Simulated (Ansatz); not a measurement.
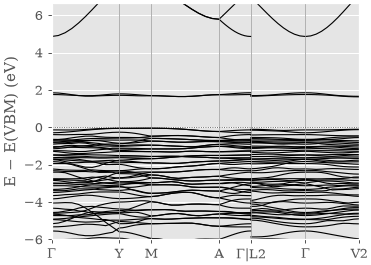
Figure: Band structure from the program Ansatz at the r²SCAN level (PAW)

The gap is 1.63 eV; an edge lies off the plotted path or next to a special point (maximum off the standard path, minimum at V2).

Problem. Which compound is it?
(A) Zr3N2O3, Cm (Pearson symbol mS32)
(B) Na4CoO3, Cc (Pearson symbol mS32)
(C) Cu2P2O7, C2/c (Pearson symbol mS44)
(D) O, α-O2

Solution. C, Cu2P2O7, C2/c (Pearson symbol mS44)

The first step of the workflow began from a Materials Project structure, measured or hypothetical; the Crystallography Open Database files this formula in space group No. 15, but the cells were not matched. Whether it is the stable phase at ambient conditions was not checked. The cell was relaxed with r²SCAN under the symmetry of its start, as lowered by the spin order; whether a distortion lowers the energy is not shown. The final state is antiferromagnetic, chosen from 2 collinear starts compared on coarse meshes (ties went to the first, and starts can fall back to one state), not a proven ground state. Other orbital occupations within this spin state were not tried. No Hubbard U is applied.

Potentials: the later of the program's two PAW sets.
